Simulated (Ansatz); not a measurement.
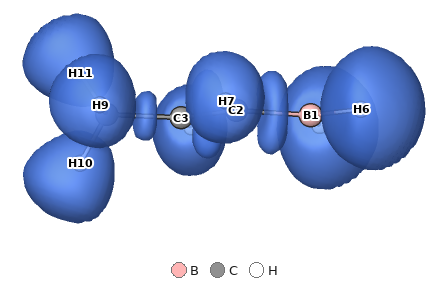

Figure. C3H7B. Isosurface of the ELF at 0.85 (blue), seen from one side. Core shells and regions of very low density are left out.

The calculation used RKS PBE0/def2-SVP in Ansatz.

Input

```
crystal:
  periodic: [false, false, false]
  atoms:
    - { symbol: B, position_ang: [-0.6043, 2.02513, 0.43771] }
    - { symbol: C, position_ang: [-0.14763, 0.56618, 0.56688] }
    - { symbol: C, position_ang: [0.05218, -0.24797, -0.47881] }
    - { symbol: C, position_ang: [0.49887, -1.6692, -0.37193] }
    - { symbol: H, position_ang: [-0.80907, 2.47804, -0.62219] }
    - { symbol: H, position_ang: [-0.75189, 2.68754, 1.39136] }
    - { symbol: H, position_ang: [0.03129, 0.13588, 1.54862] }
    - { symbol: H, position_ang: [-0.11369, 0.12793, -1.48037] }
    - { symbol: H, position_ang: [-0.20807, -2.24269, 0.22782] }
    - { symbol: H, position_ang: [1.46521, -1.72433, 0.12966] }
    - { symbol: H, position_ang: [0.58709, -2.13652, -1.34874] }
basis:
  gaussian: { orbitals: def2-SVP }
hamiltonian:
  xc: pbe0
relax:
  f_tol: 0.02
  max_steps: 50
output:
  orbitals: {}
```

Command:

```sh
ansatz run input.yaml --threads 2 --pin off --max-ram 3072MiB --backend cpu --events-out ev --progress --plain --runs-dir out
```

The fields are those of the relaxed geometry.

Describe the localisation domains.

The ELF exceeds this value in one region between bonded B–C atoms (shared pairs), two regions between bonded C–C atoms (shared pairs) and seven regions around hydrogen nuclei. Along the contacts the grid gives the following. C–C (1.35 Å): the ELF peaks at about 0.95 between the atoms: a covalent bond. C–B (1.53 Å): the ELF peaks at about 1 between the atoms; localised, covalent bonding.
